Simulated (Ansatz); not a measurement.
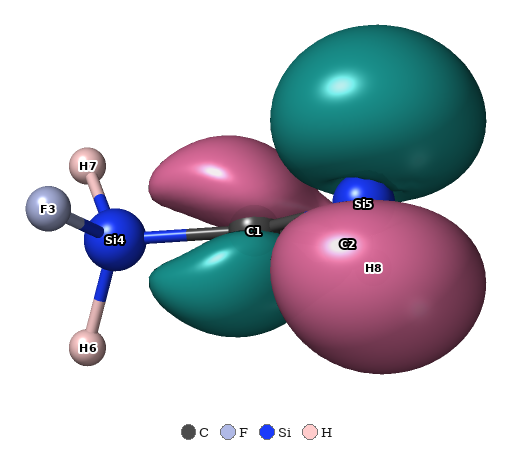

*C2H3FSi2 (SMILES F[SiH2]C1=[Si]=C1). The LUMO at ±0.1 Å⁻³ᐟ² (teal and pink are the two phases), seen from one side.*

Geometry: B3LYP-D3(BJ)/def2-SVP.

All numbers below come from Ansatz 0.2.0, isolated molecule in a Gaussian basis; Kohn-Sham density functional theory, functional PBE0.

Input file:

```
crystal:
  periodic: [false, false, false]
  atoms:
    - symbol: C
      position_ang: [-0.021105, -1.065410, -0.420291]
    - symbol: C
      position_ang: [0.630895, -1.984308, -1.168444]
    - symbol: F
      position_ang: [-1.303145, 0.681069, 1.411291]
    - symbol: Si
      position_ang: [-0.428215, -0.691198, 1.341362]
    - symbol: Si
      position_ang: [-0.082026, -0.687480, -2.243639]
    - symbol: H
      position_ang: [0.816377, -0.472363, 2.125770]
    - symbol: H
      position_ang: [-1.253453, -1.781772, 1.926028]
    - symbol: H
      position_ang: [1.185970, -2.900517, -0.938727]
basis:
  gaussian:
    orbitals: def2-TZVPD
hamiltonian:
  xc: {name: PBE0}
output: {forces: true, orbitals: {seedname: orbitals}}
```

Run with:

```sh
ansatz run input.yaml --threads 1 --pin off --max-ram 2610MiB --events-out events.jsonl --progress --plain --runs-dir runs
```

Question: Describe this orbital and give its energy.

Answer: It lies mainly on Si5 (about 75 %) and C1 (about 15 %). Its energy is −1.90 eV.
